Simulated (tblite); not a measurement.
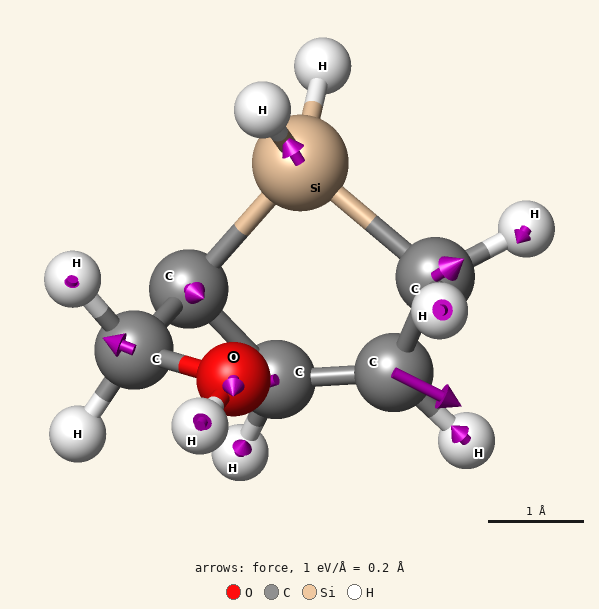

Starting geometry of C$_{5}$H$_{9}$OSi (multiplicity 2) with the computed forces as purple arrows. Style: ball-and-stick. Shown at a tilt.

Level of theory: tblite, GFN2-xTB geometry optimisation, gas phase. 

### Is this structure relaxed? If not, where do the atoms go?

It isn't relaxed: the largest force vector, on a C atom, is 4.13 eV/Å. The final displacements have little in common with the starting forces (cosine between the two patterns 0.08). An H atom moves most after the best rigid fit: 2.62 Å. Largest moves by element: H 2.62 Å, O 1.98 Å, C 1.04 Å, Si 0.90 Å. Some distances before and after: C–C 1.289 → 1.367 Å, C–C 1.461 → 1.393 Å, C–Si 1.859 → 1.921 Å, C–H 1.138 → 1.079 Å. Among the angles between lasting bonds that change: C–C–Si 106.2° → 124.3°, C–C–C 108.0° → 124.7°, C–C–Si 101.6° → 111.1°. After 159 geometry steps the energy has fallen by 1.598 eV.
